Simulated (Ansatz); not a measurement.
The calculation's input:

```
crystal:
  periodic: [false, false, false]
  atoms:
    - {symbol: C, position_ang: [0.041486, -0.160060, -0.604403]}
    - {symbol: O, position_ang: [-0.970787, -0.580953, 0.328183]}
    - {symbol: Si, position_ang: [-0.350007, 1.011544, 0.781971]}
    - {symbol: H, position_ang: [-0.247993, 0.086533, -1.675770]}
    - {symbol: H, position_ang: [0.877939, -0.890297, -0.660451]}
    - {symbol: H, position_ang: [0.866023, 0.651606, 1.767186]}
basis:
  gaussian: {orbitals: "def2-TZVPPD.json"}
total_charge: -1
hamiltonian: {xc: pbe0, dispersion: d4}
output: {forces: true, orbitals: {seedname: orbitals}}
```

Run with:

```sh
ansatz run in.yaml --threads 2 --pin off --events-out ev --progress --plain --max-ram 3481MiB
```

Geometry: a frame of the PBE0-D4/def2-SVPD trajectory; not at a stationary point (largest force 1.4 eV/Å).

Computed with Ansatz, RKS PBE0-D4/def2-TZVPPD.

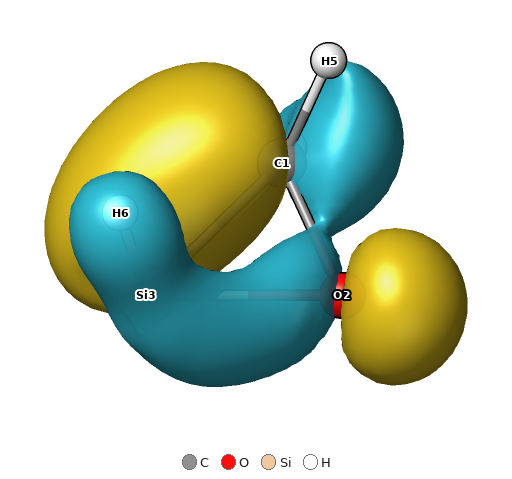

CH₃OSi (SMILES C1O[SiH-]1) (charge −1). The HOMO−1 at ±0.15 Å⁻³ᐟ² (yellow and cyan are the two phases), seen at an oblique angle.

### Describe this orbital and give its energy.

Its weight (Hirshfeld) is mainly on C1 (about 35 %), Si3 (about 30 %) and O2 (about 25 %). Its energy is −1.47 eV.
